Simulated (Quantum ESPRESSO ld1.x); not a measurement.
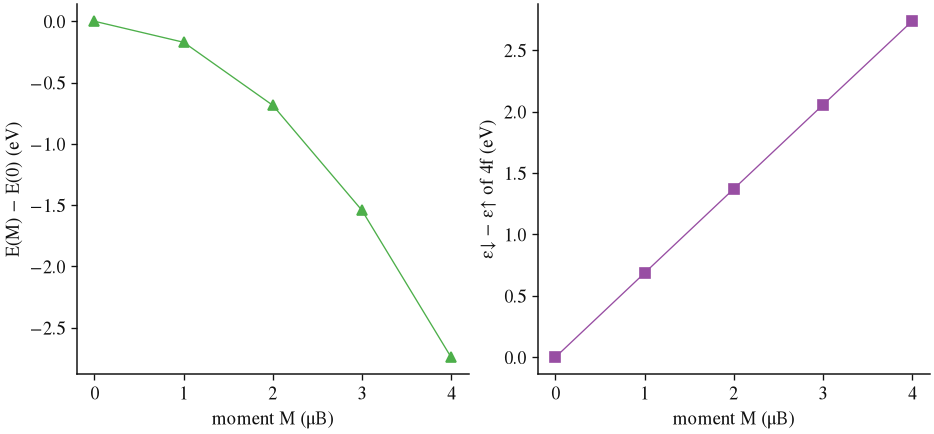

For Dy²⁺ in [Xe] 4f10, the spin moment of the 4f shell is fixed at a series of values. All numbers are computed, not measured: scalar-relativistic Kohn-Sham, LDA (Slater exchange, Perdew-Zunger correlation), spin-polarised, spherical densities, point nucleus (Quantum ESPRESSO ld1.x 7.5). The plot shows the energy and the exchange splitting.

**What is the spin-polarisation energy, and which exchange integral follows?**

The energy falls with the moment, to −2.74 eV at M = 4 μB, the largest moment run, in line with Hund's first rule (at fractional spins the functional's fractional-spin error adds to the fall). A fit E = −I M²/4 gives an exchange integral I of about 0.69 eV, and the exchange splitting grows nearly in proportion to M, to 2.74 eV (0.68 eV per μB).
